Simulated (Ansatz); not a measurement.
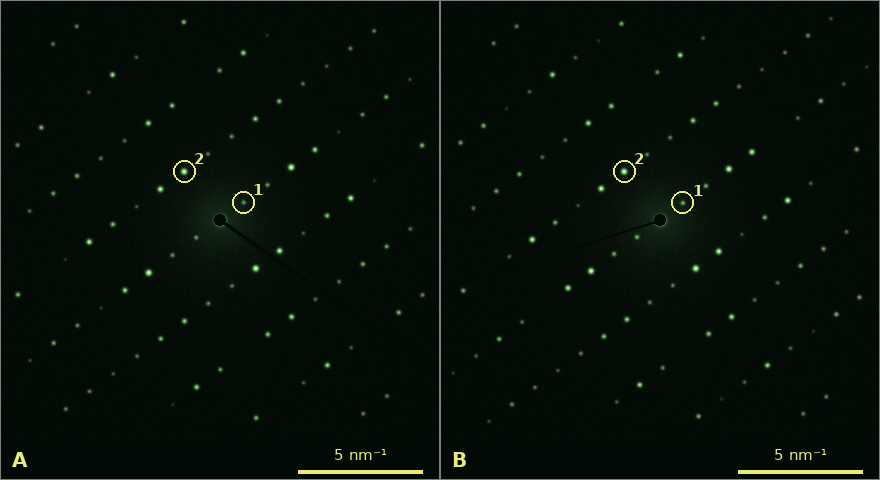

Kinematic electron diffraction patterns (300 kV, B = 0.5 Å², same scale) along [010] of the run's own cell, for the start and the end of one relaxation of Na2CdS2 with Ansatz, DFT PBE, scalar-relativistic, plane waves, PAW. k mesh 6×6×4. The start is a generated model structure, and the relaxation ends in the nearest stationary point of its symmetry, not necessarily the ground state. Spot 1 is 0 0 -1 and spot 2 is -1 0 0 in both.

Start structure:

```
Na Cd S
1.0
     4.72732    0.00000    0.00000
    -2.36366    4.09398    0.00000
     0.00000    0.00000    8.34396
Na Cd S
2 1 2
Cartesian
  0.0000 2.7293 2.6825
  2.3637 1.3647 5.6615
  0.0000 0.0000 0.0000
  0.0000 0.0000 2.3328
  0.0000 0.0000 6.0112
```

Q: Which pattern belongs to the start structure, and which to the relaxed one?

A: A is the start: its cell gives d(1) = 8.344 Å, d(2) = 4.094 Å and an angle of 90.0°. B is the relaxed structure, with d(1) = 8.625 Å (+3.4 %), d(2) = 4.092 Å (-0.0 %) and 90.0°.

Q: What did the relaxation do to the structure and the energy?

A: The volume changed by +3.3 % to 33.35 Å³ an atom; with the mean shift removed, the atoms moved by up to 0.10 Å relative to the cell (Na most); the space group stayed P-3m1 (No. 164); the free energy fell by 1.1 meV an atom. Relaxed cell: a = 4.725 Å, b = 4.725 Å, c = 8.625 Å, α = 90.00°, β = 90.00°, γ = 120.00°.
